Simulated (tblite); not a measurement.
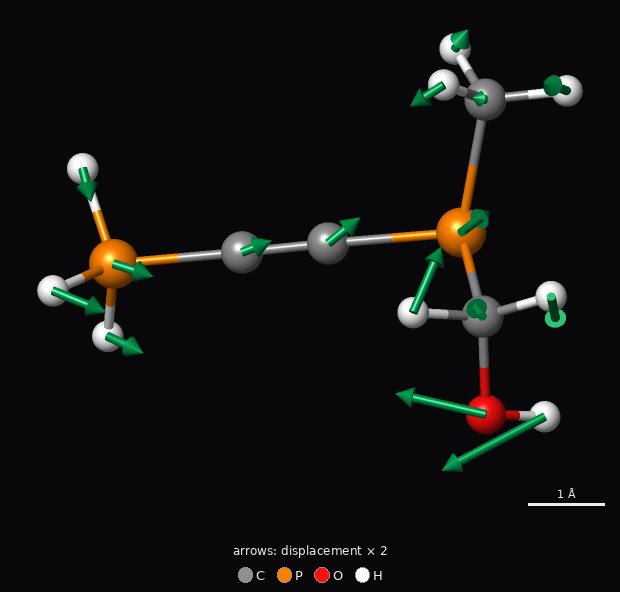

A relaxation of C₄H₉OP₂ (charge +1). The starting structure is drawn; green arrows show the displacements, 2 times their true length. The two geometries are superimposed by the best rigid fit.

The picture is a ball-and-stick view, seen at a tilt.

These are results of tblite, GFN2-xTB geometry optimisation, gas phase, not measurements. 

Describe the change and its energy.

Answer. The atom that moves furthest after the best rigid fit is an H atom (0.79 Å). By element the largest moves are H 0.79 Å, O 0.62 Å, P 0.35 Å, C 0.28 Å. Near-neighbour distances that change, for instance: C–P 1.845 → 1.762 Å, C–P 1.768 → 1.717 Å, H–P 1.418 → 1.378 Å, C–H 1.134 → 1.094 Å. Among the angles between lasting bonds that change: C–P–C 108.6° → 94.5°, C–P–C 108.7° → 98.3°, P–C–C 178.8° → 170.1°. Groups turn about C–P by about 25°, C–O by about 20°. Over 96 geometry steps the energy falls by 69.9 kJ/mol.
